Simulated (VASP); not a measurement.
Band structure of Bi$_{2}$CaMg$_{2}$ (space group P-3m1). These are PBEsol GGA, VASP's PBE PAW potentials (set 64) (plane waves; VASP) values and carry that method's errors.

Unless said otherwise, spin-orbit coupling is left out, though it shifts the bands of the heavy elements here.

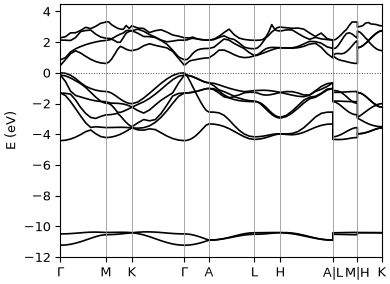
Fig. 1. Bands along high-symmetry lines, zero at the valence-band maximum or, without a gap, the Fermi level

Read the plot: is there a gap, and where are the band edges?

The gap is direct, 0.49 eV, from the valence maximum at Γ to the conduction minimum at Γ. (Edges off the drawn lines would not show.)

The structure comes from a computed database's Bi2CaMg2 entry (P-3m1); how it stands against other phases isn't given here. It was relaxed first.
